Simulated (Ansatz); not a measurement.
BH$_{2}$F$_{3}$: several calculations on one system

## 1. Relaxation

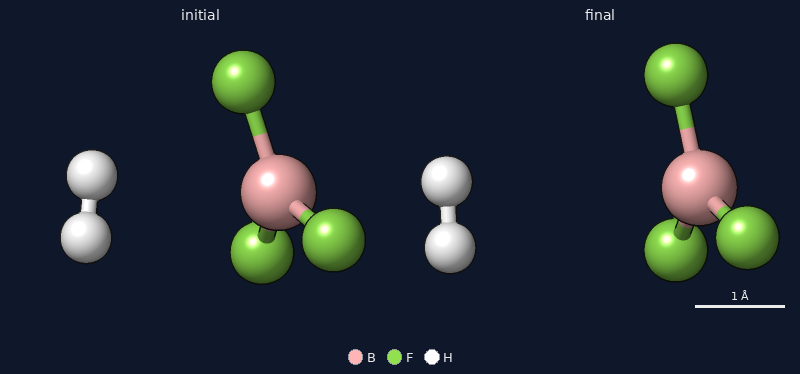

The structure of BH₂F₃ before (left) and after (right) a relaxation, at one scale.

The picture is a ball-and-stick view, seen at a tilt.

The run prepares an end point of a later path (reaction) calculation, from a guessed geometry.

The calculation used Ansatz 0.2.0, RHF/def2-SVP. (no spin polarisation; force threshold 0.03 eV/Å; at most 50 steps)

**What changed between the two?**

An H atom moves most after the best rigid fit: 0.55 Å. By element the largest moves are H 0.55 Å, F 0.40 Å, B 0.26 Å. Among the contacts that change: H–H 0.708 → 0.747 Å, B–F 1.308 → 1.298 Å. Over 7 accepted moves (9 points after the start) the energy falls by 4.04 kcal/mol. Largest force component: 1.3 eV/Å at the start, 0.0019 eV/Å at the end. The line search rejected the trial steps at points 2, 8 of the run. The forces were under the threshold at step 6, but the run went on from there. The run took 7.7 s on 1 thread of Arm Neoverse V1 (shared host), peak memory 0.1 GiB.

Limits of the set-up: Hartree-Fock leaves out electron correlation.

## 2. Relaxation

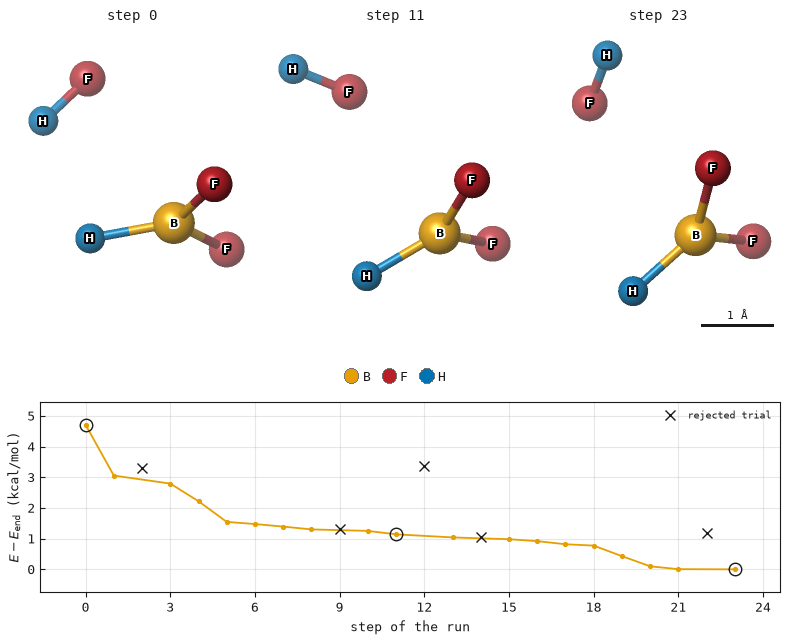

Frames of a relaxation of BH2F3, marked on the history of the run. A ball-and-stick model, seen from a free direction.

The run prepares an end point of a later path (reaction) calculation, from a guessed geometry.

All numbers below come from RHF/def2-SVP (Ansatz). Set-up: no spin polarisation; force threshold 0.03 eV/Å; at most 50 steps.

Q: Describe the path.

A: The energy falls by 4.71 kcal/mol in 18 accepted moves (23 points after the start). Largest force component: 0.42 eV/Å at the start, 0.018 eV/Å at the end. The line search rejected the trial steps at points 2, 9, 12, 14, 22 of the run. The forces were under the threshold at step 21, but the run went on from there. An H atom moves most after the best rigid fit: 1.07 Å. By element the largest moves are H 1.07 Å, F 0.49 Å, B 0.18 Å. Among the contacts that change: B–F 1.302 → 1.313 Å, F–H 0.909 → 0.904 Å. From step 0 to 11: an H atom moves most (0.75 Å), energy −3.57 kcal/mol. From step 11 to 23: an H atom moves most (0.67 Å), energy −1.14 kcal/mol.

Limits of the set-up: Hartree-Fock leaves out electron correlation.

## 3. Path

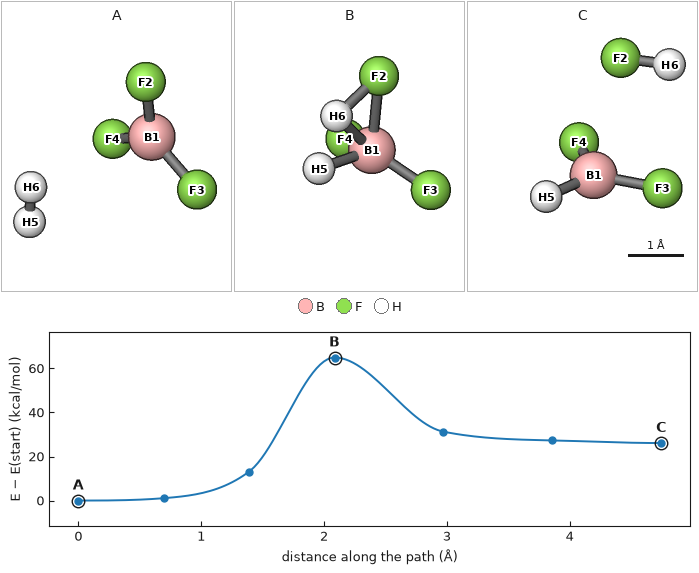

A search for the minimum-energy path of BH₂F₃, made up at the start of BF3 and H$_{2}$ by the nudged elastic band. Images are numbered from 0 (start) to 6 (end). Frames A to C are images 0, 3, 6. Style: ball-and-stick. Shown from a free direction.

These are results of RHF/def2-SVP (Ansatz 0.2.0), not measurements. Run with 5 movable images; climbing image; force threshold 0.05 eV/Å; iteration limit 60; starting path through a guess of the saddle point.

Describe the mechanism and the energy profile.

The highest point, image 3, lies 64.9 kcal/mol above the start and 38.8 kcal/mol above the end; the end is at +26.1 kcal/mol relative to the start. Breaking: B1–F2 (1.30 → 1.57 at the top → 2.57 Å), H5–H6 (0.75 → 1.05 at the top → 3.38 Å). Forming: B1–H5 (3.11 → 1.35 at the top → 1.19 Å), F2–H6 (3.05 → 1.13 at the top → 0.90 Å). The band is converged. At the top, the vibrational analysis gives one imaginary mode (1771i cm⁻¹), as a transition state must have.

Limits of the set-up: the start holds two separate molecules, 3.0 Å apart at their closest, whose relative position is a soft coordinate and is computed without a dispersion correction; Hartree-Fock leaves out electron correlation.

Cost: 52 s on 1 thread of Arm Neoverse V1, with other jobs on the host, peak memory 0.11 GiB.
